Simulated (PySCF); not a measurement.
# [TaBr6]−: forces at shaken geometries

Aim: move all atoms of relaxed [TaBr6]− at random and read energies and forces. The structure is generated, not taken from experiment.

Computed with PySCF 2.14.0. Level: BP86, Ta def2-SVP with ECP60, Br def2-SVP; scalar-relativistic core potentials, no spin–orbit coupling.

5 further runs of the same task are left out: 2 for a known fault of the program, 3 that didn't finish.

## (1) Starting geometry

7 atoms, charge -1, spin multiplicity 1.

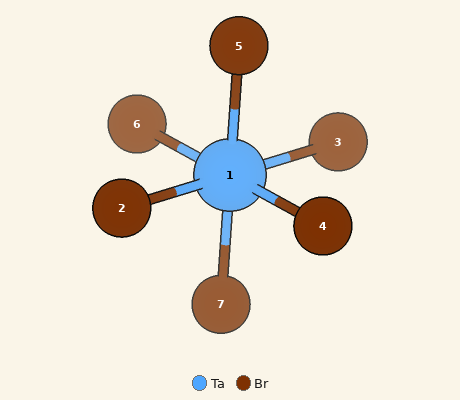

The geometry (tantalum blue, bromine brown); atoms are numbered from 1 in the order of the file.

Coordinates:

```tsv
atom	x (Å)	y (Å)	z (Å)
Ta1	0.0000	0.0000	0.0000
Br2	0.0000	0.0000	2.5609
Br3	0.0000	0.0000	-2.5609
Br4	2.5609	0.0000	0.0000
Br5	0.0000	2.5609	0.0000
Br6	-2.5609	0.0000	0.0000
Br7	0.0000	-2.5609	0.0000
```

Formal oxidation states: Ta +5. An earlier session relaxed this geometry at BP86, Ta def2-SVP with ECP60, Br def2-SVP (singlet, point group Oh).

Its energy there is -15502.276932 Eh.

## (2) Atoms moved at random, σ = 0.1 Å

Input file run.py (the lines that set the calculation):

```python
mol = gto.M(atom='''
Ta     0.02828     0.15228     0.07624
Br    -0.00709     0.12518     2.57121
Br     0.01385    -0.01302    -2.78540
Br     2.60125    -0.06009     0.04891
Br    -0.03924     2.46398     0.00145
Br    -2.64728    -0.02899    -0.01804
Br     0.05022    -2.63932     0.10564''',
    basis={'Ta': 'def2-SVP', 'Br': 'def2-SVP'},
    ecp={'Ta': 'def2-SVP'},
    charge=-1, spin=0)
mf = dft.RKS(mol, xc='B88,P86')
mf.grids.atom_grid = (50, 194)
mf = mf.density_fit()  # fitting sets: Ta def2-universal-JKFIT, Br def2-universal-JKFIT
mf.conv_tol = 1e-08; mf.max_cycle = 55
mf.kernel(dm0)  # dm0: the density of the relaxed state
```

On the command line:

```sh
$ OMP_NUM_THREADS=4 python run.py
```

What it wrote:

```text
init E= -15502.1928807057
  HOMO = -0.128241727116187  LUMO = -0.0599753734293406  gap/eV = 1.85762
cycle= 1 E= -15502.0972044867  delta_E= 0.0957  |g|= 0.653  |ddm|= 1.49
  HOMO = 0.0131009055547597  LUMO = 0.0473287795222594  gap/eV = 0.93139
cycle= 2 E= -15501.6560753234  delta_E= 0.441  |g|= 1.29  |ddm|= 3.09
  HOMO = -0.0827459958103217  LUMO = -0.0286722657955621  gap/eV = 1.47142
cycle= 3 E= -15502.2234220032  delta_E= -0.567  |g|= 0.232  |ddm|= 2.16
  HOMO = -0.0822127167934004  LUMO = -0.0165117468702476  gap/eV = 1.78781
cycle= 4 E= -15502.2251419137  delta_E= -0.00172  |g|= 0.257  |ddm|= 0.829
  HOMO = -0.0851309161760966  LUMO = -0.0346081165347358  gap/eV = 1.37480
cycle= 5 E= -15502.2377884878  delta_E= -0.0126  |g|= 0.167  |ddm|= 0.422
  HOMO = -0.0914827538858555  LUMO = -0.0263402348513538  gap/eV = 1.77262
cycle= 6 E= -15502.2462019479  delta_E= -0.00841  |g|= 0.0338  |ddm|= 0.276
  HOMO = -0.090069122956857  LUMO = -0.0274098300377783  gap/eV = 1.70505
cycle= 7 E= -15502.2465944435  delta_E= -0.000392  |g|= 0.0117  |ddm|= 0.0707
  HOMO = -0.0896523626599355  LUMO = -0.0273151212121512  gap/eV = 1.69628
cycle= 8 E= -15502.2466364255  delta_E= -4.2e-05  |g|= 0.00445  |ddm|= 0.0281
  HOMO = -0.0896218685684185  LUMO = -0.0271879435092068  gap/eV = 1.69891
cycle= 9 E= -15502.2466437221  delta_E= -7.3e-06  |g|= 0.00115  |ddm|= 0.00905
  HOMO = -0.0896464920263242  LUMO = -0.0271735511381777  gap/eV = 1.69998
cycle= 10 E= -15502.2466440596  delta_E= -3.38e-07  |g|= 0.000277  |ddm|= 0.00153
  HOMO = -0.0896633033151948  LUMO = -0.0271707605350789  gap/eV = 1.70051
cycle= 11 E= -15502.2466440856  delta_E= -2.61e-08  |g|= 0.000149  |ddm|= 0.000689
  HOMO = -0.0896658888035572  LUMO = -0.0271690660459534  gap/eV = 1.70063
cycle= 12 E= -15502.2466440941  delta_E= -8.53e-09  |g|= 3.24e-05  |ddm|= 0.000318
  HOMO = -0.0896619533691758  LUMO = -0.0271721423200422  gap/eV = 1.70043
Extra cycle  E= -15502.2466440916  delta_E= 2.55e-09  |g|= 8.69e-05  |ddm|= 0.000239
converged SCF energy = -15502.2466440916
```

It took 16 s on 4 threads of Arm Neoverse V2, shared host.

Read off: E = -15502.246644 Eh (+0.824 eV from the relaxed state), HOMO -2.44 eV, LUMO -0.74 eV, Mulliken charge on Ta1 +0.42 e, largest force component 4.513 eV/Å. 

```tsv
atom	Fx	Fy	Fz (eV/Å)
Ta1	-0.406	-4.513	-1.376
Br2	-0.036	-0.042	0.311
Br3	0.036	0.138	1.456
Br4	-0.464	0.213	-0.084
Br5	-0.009	3.024	-0.268
Br6	0.977	0.070	0.012
Br7	-0.099	1.110	-0.052
```

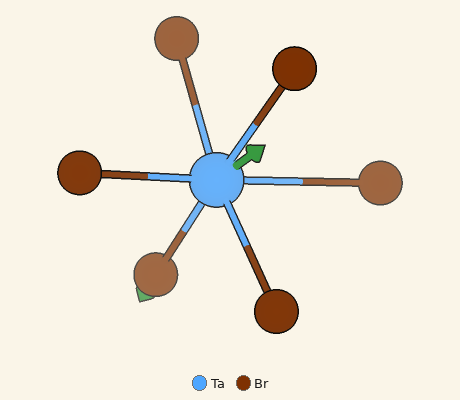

Forces as arrows, the longest for the largest force.

## (3) Atoms moved at random, σ = 0.15 Å

Input file run.py (the lines that set the calculation):

```python
mol = gto.M(atom='''
Ta     0.18464    -0.10173    -0.17279
Br    -0.01258     0.00999     2.28115
Br     0.05736    -0.06067    -2.46133
Br     2.35106    -0.07536     0.20655
Br     0.00737     2.75795    -0.18311
Br    -2.48651     0.00833     0.03713
Br    -0.10134    -2.53851     0.29241''',
    basis={'Ta': 'def2-SVP', 'Br': 'def2-SVP'},
    ecp={'Ta': 'def2-SVP'},
    charge=-1, spin=0)
mf = dft.RKS(mol, xc='B88,P86')
mf.grids.atom_grid = (50, 194)
mf = mf.density_fit()  # fitting sets: Ta def2-universal-JKFIT, Br def2-universal-JKFIT
mf.conv_tol = 1e-08; mf.max_cycle = 55
mf.kernel(dm0)  # dm0: the density of the relaxed state
```

On the command line:

```sh
$ OMP_NUM_THREADS=4 python run.py
```

What it wrote:

```text
init E= -15502.2670312976
  HOMO = -0.101769212131691  LUMO = -0.0265395072273527  gap/eV = 2.04710
cycle= 1 E= -15502.061485919  delta_E= 0.206  |g|= 0.638  |ddm|= 1.88
  HOMO = 0.018533640373291  LUMO = 0.0602001606302036  gap/eV = 1.13380
cycle= 2 E= -15501.6448604922  delta_E= 0.417  |g|= 1.31  |ddm|= 3.14
  HOMO = -0.0670202158388413  LUMO = -0.0170250216996646  gap/eV = 1.36044
cycle= 3 E= -15502.1685275836  delta_E= -0.524  |g|= 0.293  |ddm|= 2.06
  HOMO = -0.0767932523868251  LUMO = 0.00918684881567699  gap/eV = 2.33964
cycle= 4 E= -15502.1800742185  delta_E= -0.0115  |g|= 0.257  |ddm|= 0.761
  HOMO = -0.0711480136718502  LUMO = -0.008160859670722  gap/eV = 1.71397
cycle= 5 E= -15502.1976719705  delta_E= -0.0176  |g|= 0.0715  |ddm|= 0.35
  HOMO = -0.0755529582650285  LUMO = -0.00566169553784085  gap/eV = 1.90184
cycle= 6 E= -15502.1990974392  delta_E= -0.00143  |g|= 0.0283  |ddm|= 0.176
  HOMO = -0.0741091977316314  LUMO = -0.00607081914328854  gap/eV = 1.85142
cycle= 7 E= -15502.1993649159  delta_E= -0.000267  |g|= 0.0065  |ddm|= 0.0598
  HOMO = -0.0739390829040866  LUMO = -0.00591435444143742  gap/eV = 1.85105
cycle= 8 E= -15502.1993749041  delta_E= -9.99e-06  |g|= 0.00281  |ddm|= 0.0129
  HOMO = -0.073906050774089  LUMO = -0.00581760958975186  gap/eV = 1.85278
cycle= 9 E= -15502.1993772347  delta_E= -2.33e-06  |g|= 0.00095  |ddm|= 0.00535
  HOMO = -0.0739176310802268  LUMO = -0.00581043278857735  gap/eV = 1.85329
cycle= 10 E= -15502.1993774644  delta_E= -2.3e-07  |g|= 0.000187  |ddm|= 0.00137
  HOMO = -0.0739242029441749  LUMO = -0.00580906049835461  gap/eV = 1.85351
cycle= 11 E= -15502.1993774738  delta_E= -9.47e-09  |g|= 7.56e-05  |ddm|= 0.000348
  HOMO = -0.0739291211692129  LUMO = -0.00579118232876726  gap/eV = 1.85413
Extra cycle  E= -15502.1993774563  delta_E= 1.76e-08  |g|= 0.000255  |ddm|= 0.000474
converged SCF energy = -15502.1993774563
```

Wall time 16 s (4 threads of Arm Neoverse V2, shared host).

It gives: E = -15502.199377 Eh (+2.110 eV from the relaxed state), HOMO -2.01 eV, LUMO -0.16 eV, Mulliken charge on Ta1 +0.23 e, largest force component 6.930 eV/Å. 

```tsv
atom	Fx	Fy	Fz (eV/Å)
Ta1	-6.841	1.275	2.512
Br2	-0.330	0.753	2.340
Br3	-0.126	-0.090	-4.052
Br4	6.930	0.167	0.388
Br5	0.244	-1.025	-0.075
Br6	-0.016	0.100	-0.388
Br7	0.139	-1.181	-0.725
```

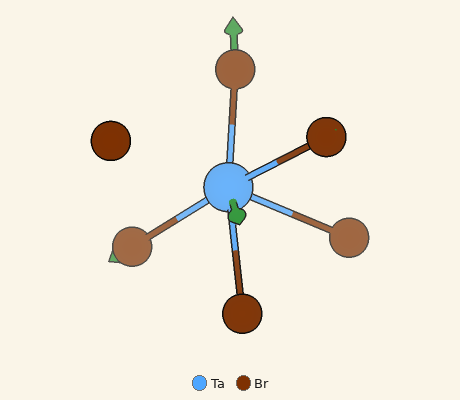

Forces as arrows, the longest for the largest force.

## (4) Atoms moved at random, σ = 0.03 Å

Input file run.py (the lines that set the calculation):

```python
mol = gto.M(atom='''
Ta     0.02618    -0.04676     0.01383
Br     0.00644     0.00240     2.54953
Br    -0.00490    -0.02923    -2.55589
Br     2.54395     0.01728     0.02697
Br    -0.03106     2.54632    -0.02778
Br    -2.56010     0.04970     0.01602
Br     0.01950    -2.53972    -0.02269''',
    basis={'Ta': 'def2-SVP', 'Br': 'def2-SVP'},
    ecp={'Ta': 'def2-SVP'},
    charge=-1, spin=0)
mf = dft.RKS(mol, xc='B88,P86')
mf.grids.atom_grid = (50, 194)
mf = mf.density_fit()  # fitting sets: Ta def2-universal-JKFIT, Br def2-universal-JKFIT
mf.conv_tol = 1e-08; mf.max_cycle = 55
mf.kernel(dm0)  # dm0: the density of the relaxed state
```

On the command line:

```sh
$ OMP_NUM_THREADS=4 python run.py
```

What it wrote:

```text
init E= -15502.2857053056
  HOMO = -0.0988034405431881  LUMO = -0.0119735596969943  gap/eV = 2.36276
cycle= 1 E= -15502.2699328556  delta_E= 0.0158  |g|= 0.109  |ddm|= 0.382
  HOMO = -0.0804436916861316  LUMO = -0.0158018393709773  gap/eV = 1.75899
cycle= 2 E= -15502.2377140395  delta_E= 0.0322  |g|= 0.313  |ddm|= 0.78
  HOMO = -0.0983414896862695  LUMO = -0.0106548565233083  gap/eV = 2.38607
cycle= 3 E= -15502.2731294762  delta_E= -0.0354  |g|= 0.084  |ddm|= 0.538
  HOMO = -0.098904605814338  LUMO = -0.0162466527179714  gap/eV = 2.24924
cycle= 4 E= -15502.2750573223  delta_E= -0.00193  |g|= 0.0253  |ddm|=  0.1
  HOMO = -0.0983797055727629  LUMO = -0.0150867755637459  gap/eV = 2.26652
cycle= 5 E= -15502.275227242  delta_E= -0.00017  |g|= 0.00807  |ddm|= 0.037
  HOMO = -0.0988281919353079  LUMO = -0.0150995018197055  gap/eV = 2.27837
cycle= 6 E= -15502.2752500206  delta_E= -2.28e-05  |g|= 0.00174  |ddm|= 0.017
  HOMO = -0.0988339624604443  LUMO = -0.0150615108652382  gap/eV = 2.27956
cycle= 7 E= -15502.2752507733  delta_E= -7.53e-07  |g|= 0.000427  |ddm|= 0.00291
  HOMO = -0.0988220990029184  LUMO = -0.0150511259746159  gap/eV = 2.27952
cycle= 8 E= -15502.2752508394  delta_E= -6.61e-08  |g|= 0.000127  |ddm|= 0.000832
  HOMO = -0.0988174653430418  LUMO = -0.0150497506703152  gap/eV = 2.27944
cycle= 9 E= -15502.2752508447  delta_E= -5.28e-09  |g|= 5.1e-05  |ddm|= 0.000304
  HOMO = -0.0988188348452265  LUMO = -0.0150483177264283  gap/eV = 2.27951
Extra cycle  E= -15502.2752508398  delta_E= 4.85e-09  |g|= 0.000126  |ddm|= 0.000306
converged SCF energy = -15502.2752508398
```

It took 13 s on 4 threads of Arm Neoverse V2, shared host.

Read off: E = -15502.275251 Eh (+0.046 eV from the relaxed state), HOMO -2.69 eV, LUMO -0.41 eV, Mulliken charge on Ta1 +0.44 e, largest force component 0.889 eV/Å. 

```tsv
atom	Fx	Fy	Fz (eV/Å)
Ta1	-0.560	0.889	-0.273
Br2	-0.008	-0.046	0.248
Br3	0.030	-0.006	-0.011
Br4	0.390	0.010	-0.025
Br5	0.093	-0.092	0.008
Br6	0.103	-0.141	0.010
Br7	-0.047	-0.614	0.042
```

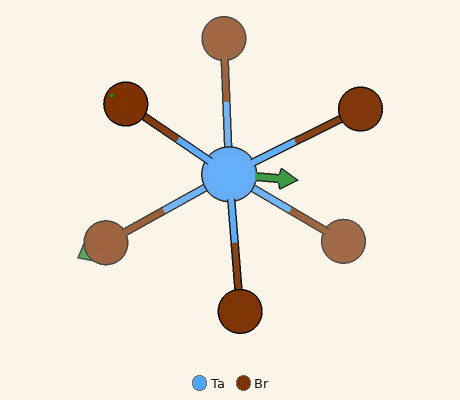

Forces as arrows, the longest for the largest force.

## (5) The displacements side by side

| σ (Å) | energy rise (eV) | harmonic estimate −½ F·u (eV) | largest force component (eV/Å) |
| --- | --- | --- | --- |
| 0.1 | 0.824 | 0.823 | 4.51 |
| 0.15 | 2.110 | 2.357 | 6.93 |
| 0.03 | 0.046 | 0.047 | 0.89 |

Every displacement raises the energy. For a harmonic well the rise equals −½ F·u; the two differ by at most 12 % here (a move with σ = 0.15 Å), from anharmonicity, the grid and the small forces left at the relaxed point. The largest moves cost over 1 eV, far outside the harmonic range, so agreement there can come from errors that cancel between squeezed and stretched bonds. The bases are small and lack diffuse functions. Spin–orbit coupling is left out.
